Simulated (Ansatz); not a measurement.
**CH4Zn···HBr: density, localisation and related maps**

```yaml
atoms:
  - { symbol: Zn, position_ang: [-0.1871, -0.4417, 0.0262] }
  - { symbol: H, position_ang: [-0.7272, -0.7258, -1.4014] }
  - { symbol: C, position_ang: [0.4841, -0.0938, 1.8078] }
  - { symbol: H, position_ang: [-0.7245, 0.2546, -2.8774] }
  - { symbol: Br, position_ang: [-0.7103, 1.0713, -4.0691] }
  - { symbol: H, position_ang: [-0.2096, 0.5260, 2.3771] }
  - { symbol: H, position_ang: [1.4408, 0.4288, 1.7720] }
  - { symbol: H, position_ang: [0.6338, -1.0196, 2.3645] }
```

These are results of Ansatz 0.2.0, RKS CAM-B3LYP-D4/def2-mTZVP, not measurements.

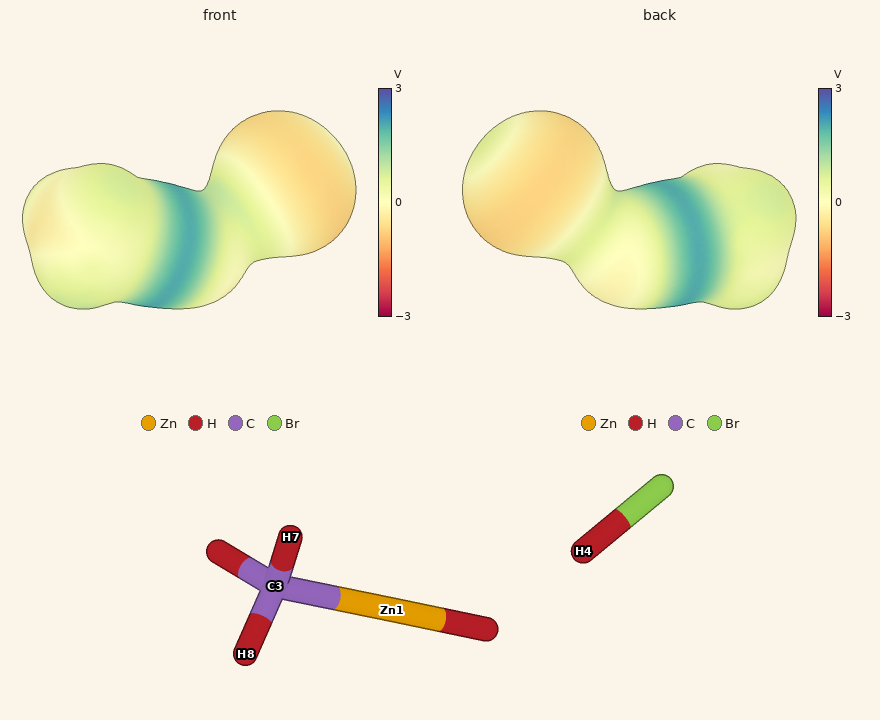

Figure 1. The electrostatic potential painted on the density surface at 0.002 e/bohr³, seen from the front and from behind; red is negative and blue positive. The bare structure is drawn below in the same view.

### Describe the electrostatic potential map.

The most negative region (about −0.8 V) lies over Br5, the most positive (about +2.0 V) over Zn1. Br5 shows a σ-hole: about +0.5 V at the tip opposite its bond, against about −0.7 V on its flanks.

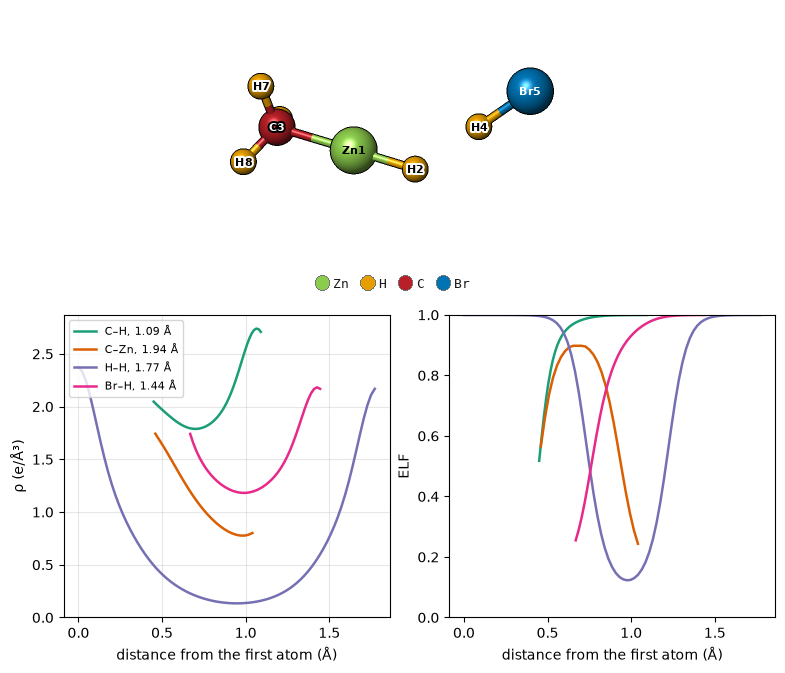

Figure 2. Electron density and electron localisation function along straight lines between neighbouring atoms. The curves leave out the atomic cores. The structure is drawn too.

### Compare the contacts.

C–H (1.09 Å): ρ is about 1.9 e/Å³ halfway; the ELF climbs to about 1 towards the hydrogen, as it does in any bond to H (an ordinary covalent bond to hydrogen).
C–Zn (1.94 Å): the density is about 0.78 e/Å³ at the midpoint; the ELF peaks at about 0.90 in the valence shell of C, 0.7 Å from its nucleus, and is about 0.40 at the midpoint.
H2···H4 (1.77 Å): the density falls to about 0.13 e/Å³ on the way; the ELF dips to about 0.10 between them.
Br–H (1.44 Å): ρ at the midpoint is about 1.5 e/Å³; the ELF climbs to about 1 towards the hydrogen.

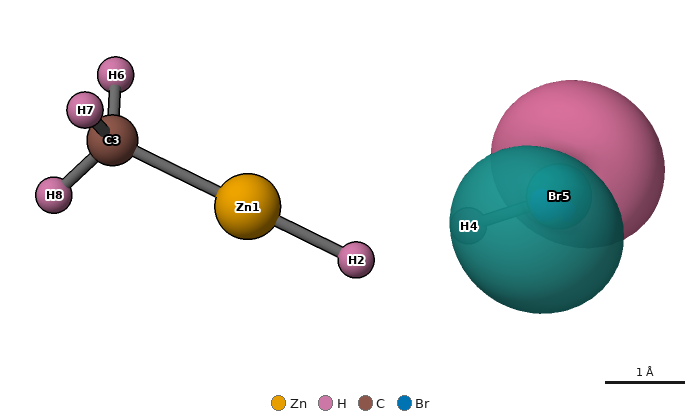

Figure 3. The HOMO−1 at ±0.15 Å⁻³ᐟ² (teal and pink are the two phases), seen at a tilt.

### Where does this orbital lie, and at what energy?

By Hirshfeld shares it lies mainly on Br5 (about 95 %); largely a lone pair of Br5. Its energy is −9.65 eV.
